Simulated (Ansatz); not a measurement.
## Converging the k-point mesh: BaTiO₃ (Amm2, 5 atoms in the cell)

```xyz
5
Lattice="4.0032 0.0000 0.0000 0.0000 2.8769 2.8897 0.0000 -2.8769 2.8897" Properties=species:S:1:pos:R:3 pbc="T T T"
Ba     0.0000     0.0000     0.0697
Ti     2.0016     0.0000     2.9966
O      2.0016     1.4013     4.2472
O      2.0016    -1.4013     4.2472
O      0.0000     0.0000     2.8215
```

Method: LDA (PW92), default PAW files made with PBE (plane waves; Ansatz, an electronic-structure program).

Base settings: basis.ecutwfc = 420 eV; kpoints.mp_grid.grid = 6 6 6; hamiltonian.xc = lda; hamiltonian.pseudopotentials = {kind: paw} (the program's default PAW files); scf.occupations.method = fixed.

The second cell is the first with its lattice scaled by 0.98.

Only quantities that move along the ladder and can be compared are tabulated.

The count of work is k-points × plane waves × bands × iterations; it is no time. Core times come from one kind of shared machine, to one figure; runs under 30 s give none.

The starting cell comes from a database of computed structures (which also holds hypothetical and non-ambient phases and stackings), without a prior relaxation at this level. Its lattice was rescaled by up to half a per cent. One atom was moved a little off its site on purpose. In the base run, with a pressure of about -11 GPa the cell is away from its equilibrium volume at this level. Ansatz's pressure includes its estimate of the finite-basis (Pulay) stress.

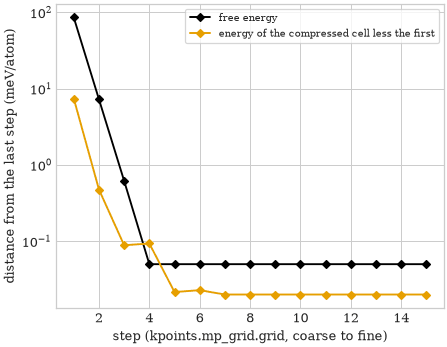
Fig. 1. Distance from the last step along the ladder; very small values are drawn at a floor.

| kpoints.mp_grid.grid | free energy less the last step's (meV/atom) | energy of the compressed cell less the first (meV/atom) | pressure (GPa) | largest difference of a force vector from the last step's (eV/Å) | gap on the mesh (eV) | count of work / last | core time / last (rough) |
|---|---|---|---|---|---|---|---|
| 2 2 2 | 85.84 | -25.79 | -9.94 | 2.077 | 1.965 | 0.0059 | – |
| 3 3 3 | 7.26 | -32.74 | -11.22 | 0.351 | 2.391 | 0.0088 | – |
| 4 4 4 | 0.62 | -33.31 | -11.30 | 0.060 | 2.086 | 0.023 | – |
| 5 5 5 | 0.02 | -33.31 | -11.30 | 0.008 | 2.229 | 0.030 | – |
| 6 6 6 | -0.01 | -33.20 | -11.30 | 0.001 | 2.086 | 0.057 | – |
| 7 6 6 | 0.00 | -33.20 | -11.30 | 0.001 | 2.138 | 0.057 | – |
| 7 7 7 | 0.00 | -33.21 | -11.30 | 0.000 | 2.165 | 0.070 | – |
| 8 8 8 | 0.00 | -33.22 | -11.30 | 0.000 | 2.086 | 0.12 | – |
| 9 9 9 | 0.00 | -33.22 | -11.30 | 0.000 | 2.136 | 0.14 | – |
| 10 10 10 | 0.00 | -33.23 | -11.30 | 0.000 | 2.086 | 0.20 | 0.2 |
| 11 11 11 | 0.01 | -33.23 | -11.30 | 0.000 | 2.121 | 0.24 | 0.2 |
| 12 12 12 | 0.00 | -33.22 | -11.30 | 0.000 | 2.086 | 0.33 | 0.3 |
| 13 13 13 | 0.00 | -33.23 | -11.30 | 0.000 | 2.111 | 0.38 | 0.4 |
| 15 14 14 | -0.01 | -33.22 | -11.30 | 0.000 | 2.098 | 0.50 | 0.5 |
| 16 16 16 | 0.00 | -33.22 | -11.30 | 0.000 | 2.086 | 0.72 | 0.7 |
| 18 18 18 | 0.00 | -33.22 | -11.30 | 0.000 | 2.086 | 1.0 | 1 |

Coarsest kpoints.mp_grid.grid that holds the forces within 0.01 eV/Å of the last step, with all finer ones: 5 5 5, at 0.030 of the last step's count of work; the step before is off by 0.060 eV/Å.

Coarsest kpoints.mp_grid.grid that holds the energy of the compressed cell less the first within 2 meV/atom of the last step, with all finer ones: 3 3 3, at 0.0088 of the last step's count of work; the step before is off by 7.4 meV/atom.

The energy difference between the two cells stays within 1 meV/atom of the last step's from 3 3 3 on, the total only from 4 4 4 on: much of the error is common to both cells and cancels.

The gap on the mesh jumps up and down from mesh to mesh; it is no smooth measure of convergence.

Keys are those of Ansatz 0.2.
